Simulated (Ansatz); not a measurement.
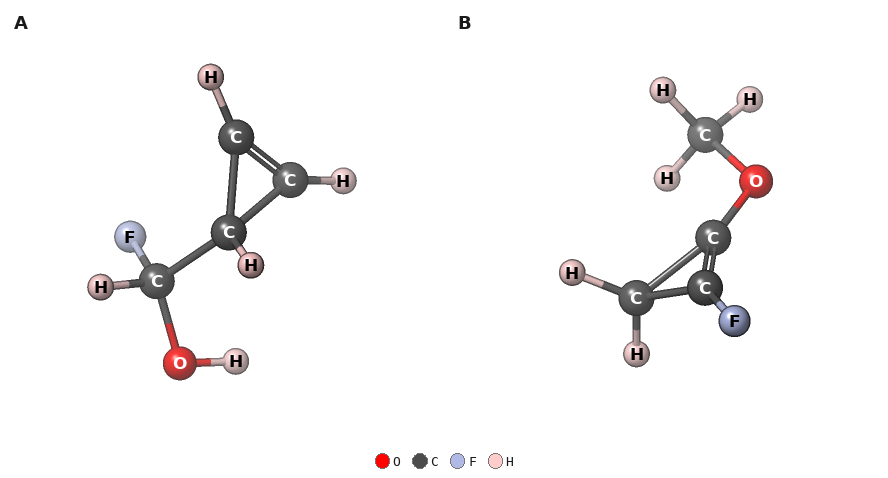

Distant atoms are faded towards the background colour. The geometry was computed by an optimisation with PBE0-D4/def2-TZVP. No frequency run is at hand to confirm it as a minimum.

Q: Are A and B the same structure? If not, how do they differ?

A: No. They are constitutional isomers of C4H5FO: A is O[C@H](F)C1C=C1, B is COC1=C(F)C1
